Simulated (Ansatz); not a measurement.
# SiAsH₄ (quartet): wave-function methods side by side, cc-pVDZ

Aim: climb from Hartree-Fock through coupled cluster and multireference methods for SiAsH₄ (quartet) at one geometry and basis, and see what each rung misses.

Program: Ansatz 0.2.0, Gaussian basis. Level of theory: cc-pVDZ, core rule «outside noble gas», up to 19 orbitals frozen. These are calculated values, not measurements.

The runs, in order: UHF; CCSD(T) on ROHF; CCSD(T) on UHF; BCCD(T) on ROHF; CISD; CCSDT(Q) on ROHF; CCSDT(Q) on UHF; CASSCF and NEVPT2, 11 electrons in 11 orbitals.

23 further runs of the same task are left out: 1 for a known fault of the program, 8 that didn't finish, 14 set aside as unsound or not needed.

**1. The geometry**

The geometry is a PBE0/def2-TZVP stationary point (not a proven minimum) of the parent state, kept for this charge and spin. No spin-orbit coupling is included. The filled d shell of As may be among the frozen orbitals whatever the setting's name suggests; the logs give the count.

6 atoms, charge 0, spin multiplicity 4.

Atoms are counted from 1 here; the program's logs count them from 0.

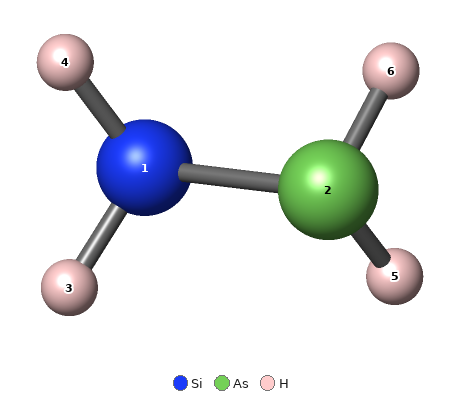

The structure; silicon blue, arsenic green, hydrogen pink; atoms are numbered from 1 in the order of the file.

In the tables R marks a restricted open-shell determinant and U an unrestricted one; 'valence' is the active space of 11 electrons in 11 orbitals; energies count from the table's Hartree-Fock row.

**2. UHF**

in.yaml reads:

```yaml
crystal:
  periodic: [false, false, false]
  atoms:
    - {symbol: Si, position_ang: [-0.124629, 0.000001, 1.681959]}
    - {symbol: As, position_ang: [0.057778, 0.000000, -0.667422]}
    - {symbol: H, position_ang: [0.561776, -1.209969, 2.222531]}
    - {symbol: H, position_ang: [0.561775, 1.209971, 2.222530]}
    - {symbol: H, position_ang: [-0.972792, -1.104005, -0.850585]}
    - {symbol: H, position_ang: [-0.972793, 1.104003, -0.850586]}
basis:
  gaussian: {orbitals: cc-pVDZ}
magnetization: {spin_polarized: true, initial_magnetization: 3}
hamiltonian: {xc: hf}
output: {orbitals: {seedname: orbitals}}
```

The run is started by

```bash
$ ansatz run in.yaml --threads 1 --pin off --events-out ev --progress --plain --max-ram 2393MiB
```

Standard output:

```text
Functional definition: HF
  name "HF"
  cite "Fock, Z. Phys. 61, 126 (1930) doi:10.1007/BF01340294"
  parent pbe
  exchange = exact_x
  correlation = 0
684 factors; integrals over basis functions are off by at most 1.1e-3 eV
mean field evaluation 1: about -68711.9389 eV, gradient 9.8e0 eV
mean field evaluation 2: about -68711.9696 eV, gradient 9.8e0 eV
mean field evaluation 4: about -68713.4199 eV, gradient 1.7e0 eV
mean field evaluation 8: about -68713.5939 eV, gradient 3.4e-1 eV
mean field evaluation 16: about -68713.6123 eV, gradient 1.6e-5 eV
mean field evaluation 32: about -68713.5740 eV, gradient 1.2e-1 eV
mean field evaluation 64: about -68712.0749 eV, gradient 6.2e0 eV
mean field evaluation 96: about -68713.5945 eV, gradient 4.1e-1 eV
mean field evaluation 128: about -68713.3058 eV, gradient 3.5e0 eV
mean field evaluation 160: about -68713.7820 eV, gradient 8.0e-2 eV
mean field evaluation 192: about -68713.5562 eV, gradient 4.0e-1 eV
mean field evaluation 224: about -68713.2201 eV, gradient 3.2e0 eV
mean field evaluation 256: about -68713.6123 eV, gradient 1.7e-5 eV
mean field -68713.78531023 eV, -2525.1850342744 hartree, gradient 2.9e-6 eV, S^2 3.767254; 5 other end points of the search recorded, 0 dependent functions left out
reference -68713.78531023 eV, -2525.1850342744 hartree; 27, 24 occupied and 38, 41 virtual orbitals, 684 factors
Total energy: -68713.78531023 eV, -2525.1850342744 hartree
```

Run time: 7.5 s. Hardware: 1 thread of Arm Neoverse V2, shared host.

From the report: ⟨S²⟩ of the determinant 3.767 (pure quartet: 3.75).

**3. CCSD(T) on ROHF**

Changes to in.yaml since step 2:

```diff
@@ -11,4 +11,3 @@
   gaussian: {orbitals: cc-pVDZ}
-magnetization: {spin_polarized: true, initial_magnetization: 3}
-hamiltonian: {xc: hf}
-output: {orbitals: {seedname: orbitals}}
+magnetization: {spin_polarized: false, initial_magnetization: 3}
+correlation: {method: ccsd_t, electrons: outside_noble_gas}
```

Launched as before.

Standard output, cut to the lines that bear on the results:

```text
Functional definition: HF
  name "HF"
  cite "Fock, Z. Phys. 61, 126 (1930) doi:10.1007/BF01340294"
  parent pbe
[...]
684 factors; integrals over basis functions are off by at most 1.1e-3 eV
[...]
mean field -68713.61380545 eV, -2525.1787315900 hartree, gradient 2.6e-6 eV, S^2 3.750000; 15 other end points of the search recorded, 0 dependent functions left out
[...]
determinant -68713.61380545 eV, -2525.1787315900 hartree, with singles and doubles -68719.90925279 eV, -2525.4100850125 hartree
determinant -68713.46619096 eV, -2525.1733068576 hartree, with singles and doubles -68719.88271413 eV, -2525.4091097349 hartree
determinant -68711.67052617 eV, -2525.1073173938 hartree, with singles and doubles -68718.43523060 eV, -2525.3559156963 hartree
determinant -68711.39357764 eV, -2525.0971397229 hartree, with singles and doubles -68718.20634377 eV, -2525.3475042605 hartree
[...]
determinant -68710.40484966 eV, -2525.0608046397 hartree, with singles and doubles -68717.20758187 eV, -2525.3108004377 hartree
determinant -68710.36294891 eV, -2525.0592648156 hartree, with singles and doubles -68717.26285148 eV, -2525.3128315582 hartree
determinant -68713.61380545 eV, -2525.1787315900 hartree, with singles and doubles -68719.91084640 eV, -2525.4101435767 hartree
determinant -68713.46619096 eV, -2525.1733068576 hartree, with singles and doubles -68719.88522845 eV, -2525.4092021343 hartree
[...]
19 core orbitals not correlated: weight in the atoms' cores, before any rotation towards them, 1.000 or more for the frozen orbitals, at most 0.000 for the correlated occupied ones
reference -68713.61380545 eV, -2525.1787315900 hartree; 8, 5 occupied and 38, 41 virtual orbitals, 684 factors
second order -5.00363832 eV of doubles, -0.10091538 eV of singles
cycle   1  -6.29704253 eV  change   -1.6e-6 eV  update   3.1e-6
perturbative correction -0.17163030 eV, -0.0063072970 hartree
Total energy: -68720.08247827 eV, -2525.4164509316 hartree
```

It took 29 s on 1 thread of Arm Neoverse V2, shared host.

From the report: correlation -6.4687 eV; T1 0.022; largest double amplitude 0.06.

**4. CCSD(T) on UHF**

Changes to in.yaml since step 3:

```diff
@@ -11,3 +11,3 @@
   gaussian: {orbitals: cc-pVDZ}
-magnetization: {spin_polarized: false, initial_magnetization: 3}
+magnetization: {spin_polarized: true, initial_magnetization: 3}
 correlation: {method: ccsd_t, electrons: outside_noble_gas}
```

Launched as before.

Standard output, cut to the lines that bear on the results:

```text
Functional definition: HF
  name "HF"
  cite "Fock, Z. Phys. 61, 126 (1930) doi:10.1007/BF01340294"
  parent pbe
[...]
684 factors; integrals over basis functions are off by at most 1.1e-3 eV
[...]
mean field -68713.78531023 eV, -2525.1850342744 hartree, gradient 2.2e-6 eV, S^2 3.767254; 14 other end points of the search recorded, 0 dependent functions left out
determinant -68713.78531023 eV, -2525.1850342744 hartree, with singles and doubles -68719.91664387 eV, -2525.4103566298 hartree
determinant -68713.61233083 eV, -2525.1786773988 hartree, with singles and doubles -68719.88467521 eV, -2525.4091818030 hartree
determinant -68712.17866090 eV, -2525.1259910005 hartree, with singles and doubles -68718.42098774 eV, -2525.3553922807 hartree
determinant -68711.89982316 eV, -2525.1157439028 hartree, with singles and doubles -68718.43923360 eV, -2525.3560628037 hartree
determinant -68711.61023907 eV, -2525.1051018837 hartree, with singles and doubles -68718.22095954 eV, -2525.3480413799 hartree
determinant -68711.23906027 eV, -2525.0914613141 hartree, with singles and doubles -68717.72118187 eV, -2525.3296748892 hartree
determinant -68713.78531023 eV, -2525.1850342744 hartree, with singles and doubles -68719.91798749 eV, -2525.4104060068 hartree
determinant -68713.61233083 eV, -2525.1786773988 hartree, with singles and doubles -68719.88986939 eV, -2525.4093726858 hartree
19 core orbitals not correlated: weight in the atoms' cores, before any rotation towards them, 1.000 or more for the frozen orbitals, at most 0.000 for the correlated occupied ones
reference -68713.78531023 eV, -2525.1850342744 hartree; 8, 5 occupied and 38, 41 virtual orbitals, 684 factors
second order -4.93059450 eV of doubles, -0.00000000 eV of singles
cycle   1  -6.13267776 eV  change   -5.0e-7 eV  update   4.3e-6
perturbative correction -0.16804081 eV, -0.0061753859 hartree
Total energy: -68720.08602881 eV, -2525.4165814113 hartree
```

Wall time 31 s (1 thread of Arm Neoverse V2, shared host).

From the report: ⟨S²⟩ of the determinant 3.767 (pure quartet: 3.75); correlation -6.3007 eV; T1 0.018; largest double amplitude 0.06.

**5. BCCD(T) on ROHF**

Changes to in.yaml since step 4:

```diff
@@ -11,3 +11,3 @@
   gaussian: {orbitals: cc-pVDZ}
-magnetization: {spin_polarized: true, initial_magnetization: 3}
-correlation: {method: ccsd_t, electrons: outside_noble_gas}
+magnetization: {spin_polarized: false, initial_magnetization: 3}
+correlation: {method: bccd_t, electrons: outside_noble_gas}
```

The command is unchanged.

Standard output, cut to the lines that bear on the results:

```text
Functional definition: HF
  name "HF"
  cite "Fock, Z. Phys. 61, 126 (1930) doi:10.1007/BF01340294"
  parent pbe
[...]
684 factors; integrals over basis functions are off by at most 1.1e-3 eV
[...]
mean field -68713.61380545 eV, -2525.1787315900 hartree, gradient 2.6e-6 eV, S^2 3.750000; 15 other end points of the search recorded, 0 dependent functions left out
[...]
determinant -68713.61380545 eV, -2525.1787315900 hartree, with singles and doubles -68719.90925279 eV, -2525.4100850125 hartree
determinant -68713.46619096 eV, -2525.1733068576 hartree, with singles and doubles -68719.88271413 eV, -2525.4091097349 hartree
determinant -68711.67052617 eV, -2525.1073173938 hartree, with singles and doubles -68718.43523060 eV, -2525.3559156963 hartree
determinant -68711.39357764 eV, -2525.0971397229 hartree, with singles and doubles -68718.20634377 eV, -2525.3475042605 hartree
[...]
determinant -68710.36294891 eV, -2525.0592648156 hartree, with singles and doubles -68717.26285148 eV, -2525.3128315582 hartree
determinant -68713.61380545 eV, -2525.1787315900 hartree, with singles and doubles -68719.91084640 eV, -2525.4101435767 hartree
determinant -68713.46619096 eV, -2525.1733068576 hartree, with singles and doubles -68719.88522845 eV, -2525.4092021343 hartree
[...]
19 core orbitals not correlated: weight in the atoms' cores, before any rotation towards them, 1.000 or more for the frozen orbitals, at most 0.000 for the correlated occupied ones
reference -68713.61380545 eV, -2525.1787315900 hartree; 8, 5 occupied and 38, 41 virtual orbitals, 684 factors
second order -5.00363832 eV of doubles, -0.10091538 eV of singles
cycle   1  -6.29534010 eV  change    1.7e-3 eV  update   4.6e-3
[...]
cycle   9  -6.29267213 eV  change   -1.3e-6 eV  update   1.5e-5
perturbative correction -0.17620297 eV, -0.0064753398 hartree
Total energy: -68720.08268055 eV, -2525.4164583653 hartree
```

It took 30 s on 1 thread of Arm Neoverse V2, shared host.

From the report: correlation -6.4689 eV; largest double amplitude 0.06.

**6. CISD**

Changes to in.yaml since step 5:

```diff
@@ -12,2 +12,2 @@
 magnetization: {spin_polarized: false, initial_magnetization: 3}
-correlation: {method: bccd_t, electrons: outside_noble_gas}
+correlation: {active_space: {ras: {orbitals: [5, 3, 38], electrons: 13, max_holes: 2, max_particles: 2}, fixed_orbitals: true}}
```

Launched as before.

Standard output:

```text
Functional definition: HF
  name "HF"
  cite "Fock, Z. Phys. 61, 126 (1930) doi:10.1007/BF01340294"
  parent pbe
  exchange = exact_x
  correlation = 0
684 factors; integrals over basis functions are off by at most 1.1e-3 eV
mean field evaluation 1: about -68711.8766 eV, gradient 1.2e1 eV
mean field evaluation 2: about -68711.9089 eV, gradient 1.2e1 eV
mean field evaluation 4: about -68713.3417 eV, gradient 1.9e0 eV
mean field evaluation 8: about -68713.4652 eV, gradient 1.7e-1 eV
mean field evaluation 16: about -68706.0632 eV, gradient 2.1e1 eV
mean field evaluation 32: about -68713.6054 eV, gradient 6.5e-2 eV
mean field evaluation 64: about -68713.4662 eV, gradient 1.4e-5 eV
mean field evaluation 96: about -68712.8637 eV, gradient 4.3e0 eV
mean field -68713.61380545 eV, -2525.1787315900 hartree, gradient 2.6e-6 eV, S^2 3.750000; 11 other end points of the search recorded, 0 dependent functions left out
reference -68713.61380545 eV, -2525.1787315900 hartree; 27, 24 occupied and 38, 41 virtual orbitals, 684 factors
state -68719.36776221 eV, -2525.3901856008 hartree
Total energy: -68719.36776221 eV, -2525.3901856008 hartree
```

It took 24 s on 1 thread of Arm Neoverse V2, shared host.

From the report: 238,570 determinants.

**7. CCSDT(Q) on ROHF**

Changes to in.yaml since step 6:

```diff
@@ -12,2 +12,2 @@
 magnetization: {spin_polarized: false, initial_magnetization: 3}
-correlation: {active_space: {ras: {orbitals: [5, 3, 38], electrons: 13, max_holes: 2, max_particles: 2}, fixed_orbitals: true}}
+correlation: {method: ccsdt_q, electrons: outside_noble_gas}
```

Launched as before.

Standard output, cut to the lines that bear on the results:

```text
Functional definition: HF
  name "HF"
  cite "Fock, Z. Phys. 61, 126 (1930) doi:10.1007/BF01340294"
  parent pbe
[...]
1301 factors; integrals over basis functions are off by at most 1.5e-7 eV
[...]
mean field -68713.61398658 eV, -2525.1787382466 hartree, gradient 6.4e-6 eV, S^2 3.750000; 15 other end points of the search recorded, 0 dependent functions left out
[...]
determinant -68713.61398658 eV, -2525.1787382466 hartree, with singles and doubles -68719.90941980 eV, -2525.4100911502 hartree
determinant -68713.46631606 eV, -2525.1733114548 hartree, with singles and doubles -68719.88282775 eV, -2525.4091139103 hartree
determinant -68711.67070944 eV, -2525.1073241286 hartree, with singles and doubles -68718.43539494 eV, -2525.3559217355 hartree
determinant -68711.39370177 eV, -2525.0971442845 hartree, with singles and doubles -68718.20646794 eV, -2525.3475088237 hartree
[...]
determinant -68710.36312737 eV, -2525.0592713740 hartree, with singles and doubles -68717.26301276 eV, -2525.3128374851 hartree
determinant -68713.61398658 eV, -2525.1787382466 hartree, with singles and doubles -68719.91101374 eV, -2525.4101497264 hartree
determinant -68713.46631606 eV, -2525.1733114548 hartree, with singles and doubles -68719.88534266 eV, -2525.4092063314 hartree
19 core orbitals not correlated: weight in the atoms' cores, before any rotation towards them, 1.000 or more for the frozen orbitals, at most 0.000 for the correlated occupied ones
reference -68713.61398658 eV, -2525.1787382466 hartree; 8, 5 occupied and 38, 41 virtual orbitals, 1301 factors
second order -5.00367742 eV of doubles, -0.10091520 eV of singles
cycle   1  -5.95306061 eV  change   -8.5e-1 eV  update   8.1e-2
[...]
cycle  25  -6.51272423 eV  change   -4.0e-7 eV  update   7.7e-7
perturbative correction -0.00822342 eV, -0.0003022052 hartree
Total energy: -68720.13493423 eV, -2525.4183786526 hartree
```

It took 2 min on 1 thread of Arm Neoverse V2, shared host; peak memory 0.89 GiB.

From the report: correlation -6.5209 eV; T1 0.024; largest double amplitude 0.09.

**8. CCSDT(Q) on UHF**

Changes to in.yaml since step 7:

```diff
@@ -11,3 +11,3 @@
   gaussian: {orbitals: cc-pVDZ}
-magnetization: {spin_polarized: false, initial_magnetization: 3}
+magnetization: {spin_polarized: true, initial_magnetization: 3}
 correlation: {method: ccsdt_q, electrons: outside_noble_gas}
```

Launched as before.

Standard output, cut to the lines that bear on the results:

```text
Functional definition: HF
  name "HF"
  cite "Fock, Z. Phys. 61, 126 (1930) doi:10.1007/BF01340294"
  parent pbe
[...]
1301 factors; integrals over basis functions are off by at most 1.5e-7 eV
[...]
mean field -68713.78549128 eV, -2525.1850409280 hartree, gradient 3.0e-6 eV, S^2 3.767254; 14 other end points of the search recorded, 0 dependent functions left out
determinant -68713.78549128 eV, -2525.1850409280 hartree, with singles and doubles -68719.91681162 eV, -2525.4103627944 hartree
determinant -68713.61245496 eV, -2525.1786819604 hartree, with singles and doubles -68719.88478925 eV, -2525.4091859942 hartree
determinant -68712.17884355 eV, -2525.1259977128 hartree, with singles and doubles -68718.42114954 eV, -2525.3553982268 hartree
determinant -68711.90000557 eV, -2525.1157506060 hartree, with singles and doubles -68718.43940055 eV, -2525.3560689391 hartree
[...]
determinant -68711.23924789 eV, -2525.0914682094 hartree, with singles and doubles -68717.72135182 eV, -2525.3296811350 hartree
determinant -68713.78549128 eV, -2525.1850409280 hartree, with singles and doubles -68719.91815481 eV, -2525.4104121557 hartree
determinant -68713.61245496 eV, -2525.1786819604 hartree, with singles and doubles -68719.88998320 eV, -2525.4093768682 hartree
19 core orbitals not correlated: weight in the atoms' cores, before any rotation towards them, 1.000 or more for the frozen orbitals, at most 0.000 for the correlated occupied ones
reference -68713.78549128 eV, -2525.1850409280 hartree; 8, 5 occupied and 38, 41 virtual orbitals, 1301 factors
second order -4.93063244 eV of doubles, -0.00000000 eV of singles
cycle   1  -5.77555655 eV  change   -8.4e-1 eV  update   8.1e-2
[...]
cycle  25  -6.34592192 eV  change   -1.9e-7 eV  update   7.4e-7
perturbative correction -0.00842301 eV, -0.0003095400 hartree
Total energy: -68720.13983621 eV, -2525.4185587969 hartree
```

Wall time 1.9 min (1 thread of Arm Neoverse V2, shared host); peak memory 0.71 GiB.

From the report: ⟨S²⟩ of the determinant 3.767 (pure quartet: 3.75); correlation -6.3543 eV; T1 0.020; largest double amplitude 0.09.

**9. CASSCF and NEVPT2, 11 electrons in 11 orbitals**

Changes to in.yaml since step 8:

```diff
@@ -11,3 +11,3 @@
   gaussian: {orbitals: cc-pVDZ}
-magnetization: {spin_polarized: true, initial_magnetization: 3}
-correlation: {method: ccsdt_q, electrons: outside_noble_gas}
+magnetization: {spin_polarized: false, initial_magnetization: 3}
+correlation: {method: sc_nevpt2, electrons: outside_noble_gas, active_space: {window: {electrons: 11, orbitals: 11}, shells: [{species: As, l: p, shell: 4}, {species: H, l: s, shell: 1}, {species: Si, l: s, shell: 3}, {species: Si, l: p, shell: 3}]}}
```

The command is unchanged.

Standard output, cut to the lines that bear on the results:

```text
Functional definition: HF
  name "HF"
  cite "Fock, Z. Phys. 61, 126 (1930) doi:10.1007/BF01340294"
  parent pbe
[...]
1301 factors; integrals over basis functions are off by at most 1.5e-7 eV
[...]
mean field -68713.61398658 eV, -2525.1787382466 hartree, gradient 6.4e-6 eV, S^2 3.750000; 11 other end points of the search recorded, 0 dependent functions left out
reference -68713.61398658 eV, -2525.1787382466 hartree; 27, 24 occupied and 38, 41 virtual orbitals, 1301 factors
state -68715.11217626 eV, -2525.2337957015 hartree
state -68715.11217626 eV, -2525.2337957015 hartree; corrected -68718.93315592 eV, -2525.3742141141 hartree
Total energy: -68718.93315592 eV, -2525.3742141141 hartree
Checks for a lower state left out: starts, orbital_swaps
```

Wall time 21 s (1 thread of Arm Neoverse V2, shared host); peak memory 0.26 GiB.

From the report: 54,432 determinants; active occupations 1.98, 1.97, 1.97, 1.97, 1.01, 1.00, 0.99, 0.03, 0.03, 0.02, 0.02.

**10. Natural occupations**

Natural occupations of the CASSCF valence state about the gap (report; correlated orbitals 2 to 11): 1.975, 1.971, 1.971, 1.010, 1.001, 0.990, 0.033, 0.027, 0.021, 0.018. The count of effectively unpaired electrons, Σ n²(2 − n)², is 3.02; a single determinant of this spin has 3.

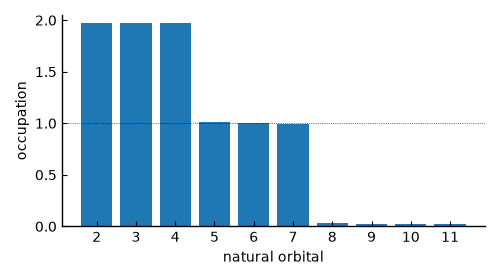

Natural occupations of the CASSCF valence state.

**11. All levels against the top one**

The yardstick is UCCSDT(Q), where the cluster series has nearly closed. Rows without a time come out of other runs: HF, MP2 and CCSD of CCSD(T), CCSDT of CCSDT(Q), CASSCF and MRCISD of the multireference runs.

Differences are taken before rounding.

| method | energy from the lowest RHF (meV) | from UCCSDT(Q) (meV) | time |
| --- | --- | --- | --- |
| RHF | 0.0 | +6526.0 |  |
| UHF | -171.5 | +6354.5 |  |
| RMP2 | -5104.6 | +1421.5 |  |
| UMP2 | -5102.1 | +1423.9 |  |
| CISD | -5754.0 | +772.1 | 24 s |
| RCCSD | -6297.0 | +229.0 |  |
| UCCSD | -6304.2 | +221.8 |  |
| RCCSD(T) | -6468.7 | +57.4 | 29 s |
| UCCSD(T) | -6472.2 | +53.8 | 31 s |
| BCCD(T) | -6468.9 | +57.2 | 30 s |
| RCCSDT | -6512.9 | +13.1 |  |
| UCCSDT | -6517.6 | +8.4 |  |
| RCCSDT(Q) | -6521.1 | +4.9 | 2 min |
| UCCSDT(Q) | -6526.0 | 0 | 1.9 min |
| CASSCF valence | -1498.4 | +5027.7 |  |
| NEVPT2 valence | -5319.4 | +1206.7 | 21 s |

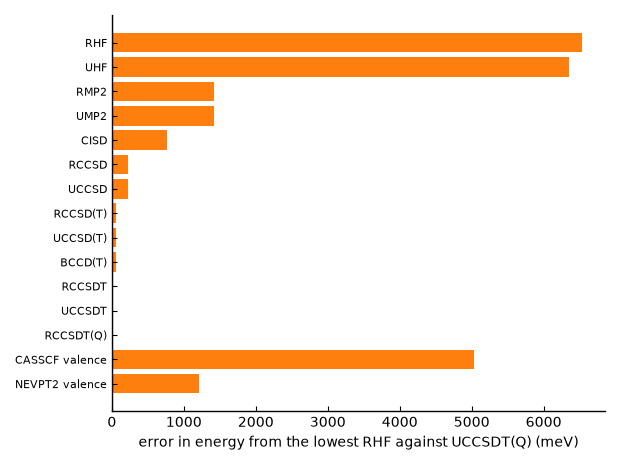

Deviations from UCCSDT(Q), method by method.

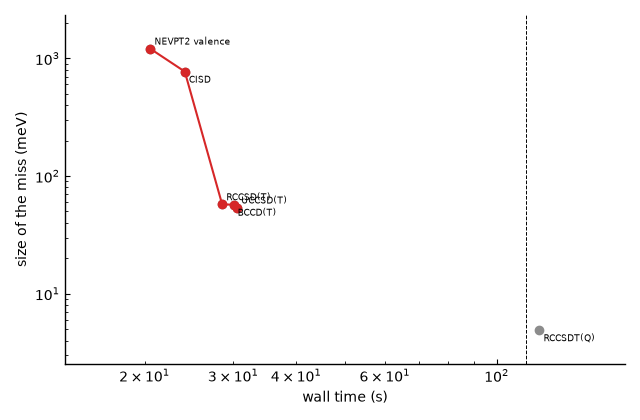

Miss against cost. Red marks the levels that no quicker level drawn beats (of those quicker than the yardstick), and the dashed line is the time of UCCSDT(Q). Times are from a shared host.

**12. Outcome**

```
                         quantity                      value
   UCCSDT(Q) below the RHF energy                 -6.5260 eV
              RMP2 from UCCSDT(Q)                +1421.5 meV
              UMP2 from UCCSDT(Q)                +1423.9 meV
             RCCSD from UCCSDT(Q)                 +229.0 meV
          RCCSD(T) from UCCSDT(Q)                  +57.4 meV
          UCCSD(T) from UCCSDT(Q)                  +53.8 meV
         RCCSDT(Q) from UCCSDT(Q)                   +4.9 meV
    NEVPT2 valence from UCCSDT(Q)                +1206.7 meV
levels within 1 kcal/mol (43 meV)  RCCSDT, UCCSDT, RCCSDT(Q)
                    T1 diagnostic                      0.022
   effectively unpaired electrons                       3.02
```

In words: RCCSD(T) misses by +57.4 meV, 0.9 % of the correlation energy. One determinant dominates. These misses are within one basis, not against nature; the frozen cores of restricted and unrestricted runs differ, which can shift their rows.

UCCSD(T) reaches 53.8 meV from the reference in 31 s, where UCCSDT(Q) took 1.9 min; the quickest level in the cost chart, NEVPT2 valence, takes 21 s and misses by 1206.7 meV.
